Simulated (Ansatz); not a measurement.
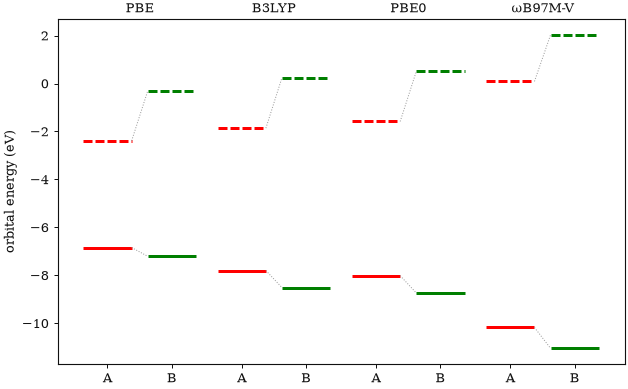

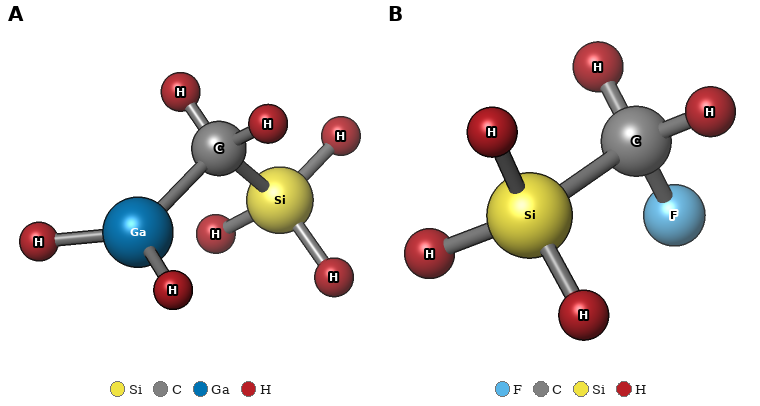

One change: A, CH₇GaSi (SMILES [SiH3][CH2][GaH2]), becomes B, CH₅FSi (SMILES FC[SiH3]). GaH₂ on C is replaced by F. HOMO (solid) and LUMO (dashed) computed in def2-TZVPP at PBE0-D4/def2-TZVP geometries, both minima by their frequencies, gas phase, the Ansatz code 0.2.0. Empty levels above zero depend strongly on the basis.

What does the change do to HOMO and LUMO?

Answer. PBE: the HOMO falls by 0.37 eV, the LUMO rises by 2.08 eV, and the separation goes from 4.45 to 6.90 eV. B3LYP: the HOMO falls by 0.71 eV, the LUMO rises by 2.11 eV, and the separation goes from 5.94 to 8.76 eV. PBE0: the HOMO falls by 0.72 eV, the LUMO rises by 2.09 eV, and the separation goes from 6.43 to 9.24 eV. ωB97M-V: the HOMO falls by 0.87 eV, the LUMO rises by 1.94 eV, and the separation goes from 10.26 to 13.08 eV.

Do the functionals agree on the effect?

Answer. They agree on the direction for both levels; the HOMO shift lies between −0.87 and −0.37 eV and the LUMO shift between 1.94 and 2.11 eV, while the separations themselves differ by up to 6.2 eV between functionals.
